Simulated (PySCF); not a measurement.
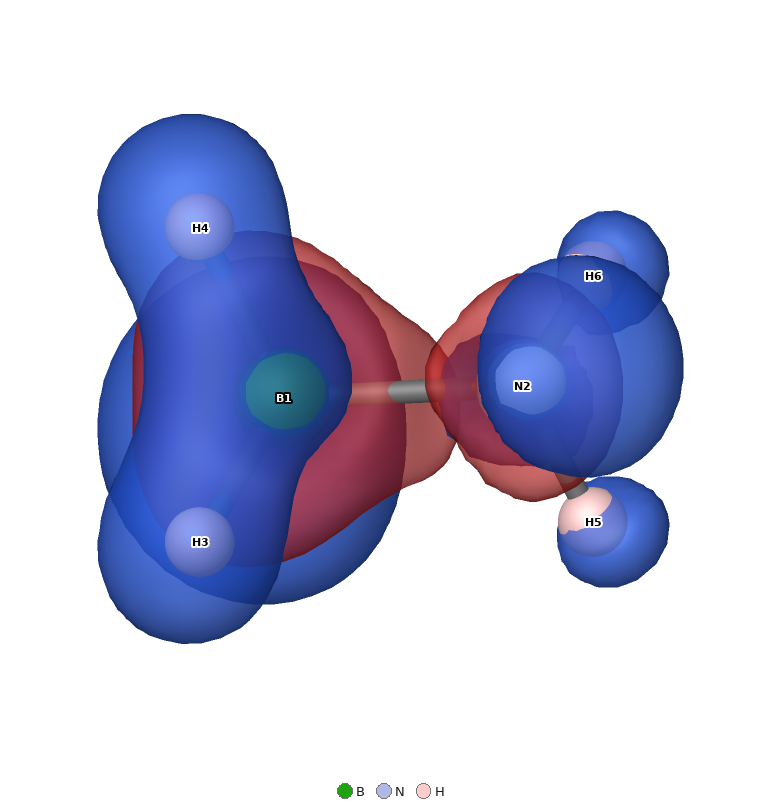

Figure. BH4N, charge −1, doublet, SMILES `[BH2-]N`. Fukui function f⁻ = ρ(N) − ρ(N−1) at fixed geometry, surfaces at ±0.02 e/Å³ (blue positive, red negative).

Computed with PySCF, CAM-B3LYP/aug-cc-pVDZ, geometry: GFN2-xTB. The highest occupied Kohn–Sham orbital has positive energy, a self-interaction fault of such functionals for anions. No frequency check shows the geometry to be a minimum. GFN2-xTB doesn't know the spin state, so this open-shell geometry is rough.

Cartesian coordinates (Å):

```
B1       0.8656   -0.0001   -0.1839
N2      -0.6926    0.0001    0.1373
H3       1.3897    1.0378    0.2806
H4       1.3900   -1.0373    0.2808
H5      -1.1298    0.8122   -0.3016
H6      -1.1295   -0.8126   -0.3014
```

Which atoms respond most to the removal of an electron?

Answer. f⁻ (Hirshfeld-condensed) is largest on B1 (0.48); the vertical detachment energy is 0.00 eV (to the singlet neutral species, which needn't be its lowest state). Condensed values hint at sites of electrophilic attack but needn't mark the atom that reacts. Orbital relaxation makes it negative in places (0.13 e in all).

```csv
atom,f⁻,charge
B1,+0.48,−0.33
N2,+0.12,−0.38
H3,+0.12,−0.18
H4,+0.12,−0.18
H5,+0.08,+0.03
H6,+0.08,+0.03
```
